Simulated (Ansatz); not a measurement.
Ca3H4 (space group Im-3m, No. 229): the input geometry of an electronic-structure calculation (not necessarily at equilibrium); the starting structure was generated, so it need not be a known form of this composition.

Space group Im-3m (No. 229). a = 6.078 Å, b = 6.078 Å, c = 6.078 Å, α = 90.00°, β = 90.00°, γ = 90.00°
```tsv
atom	site	symmetry	x	y	z
Ca	6b	4/mm.m	0.5000	0.0000	0.0000
H	8c	.-3m	0.2500	0.2500	0.2500
```

Describe how the polyhedra about Ca are linked (bonds: Ca–H below 3 Å).

Ca: CaH8 cube, sharing edges with eight neighbours, corners with eight neighbours and faces with four neighbours.

They form a three-dimensional framework of corner-, edge- and face-sharing cubes.

Centre to centre across a shared edge: 4.30 Å; across a shared corner: 5.26 Å; across a shared face: 3.04 Å.

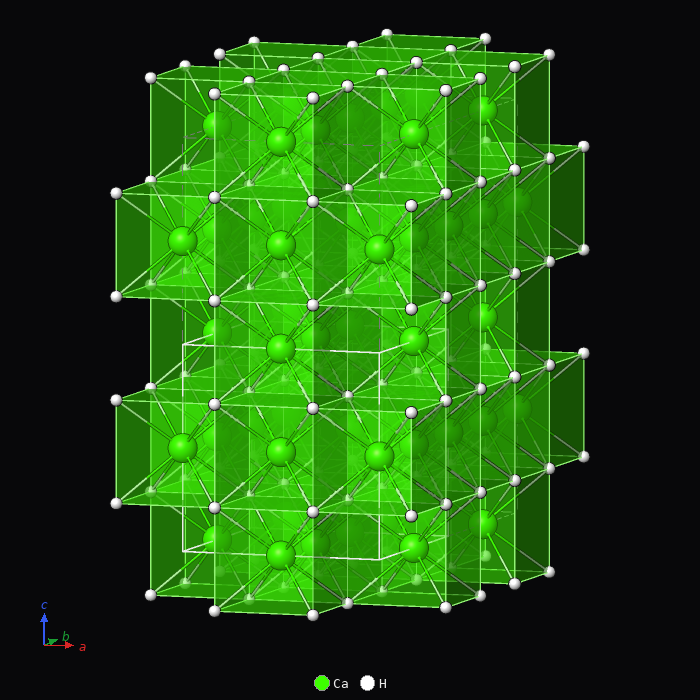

Polyhedra are drawn about Ca (bonds: Ca–H below 3 Å); other atoms are plain spheres.
